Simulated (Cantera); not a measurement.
Feed: 1 mol Si, 3 mol Cl2, a varied amount of H2, held at 875 K and 0.260 bar.

These are equilibrium values from Cantera (NASA tables, ideal gas, pure condensed phases), not measurements of a reactor. Candidate condensed phases: Si; 19 gas species. Equilibrium is a limit: real reactors are often held back by kinetics, nucleation or transport.

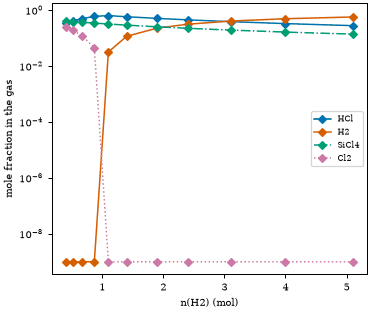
Figure: Equilibrium gas composition (values under 1e-9 drawn at 1e-9)

### Question
Read off the mole fractions at 5.1 mol H2.

### Answer
H2 about 0.58, HCl about 0.28, SiCl4 about 0.14.
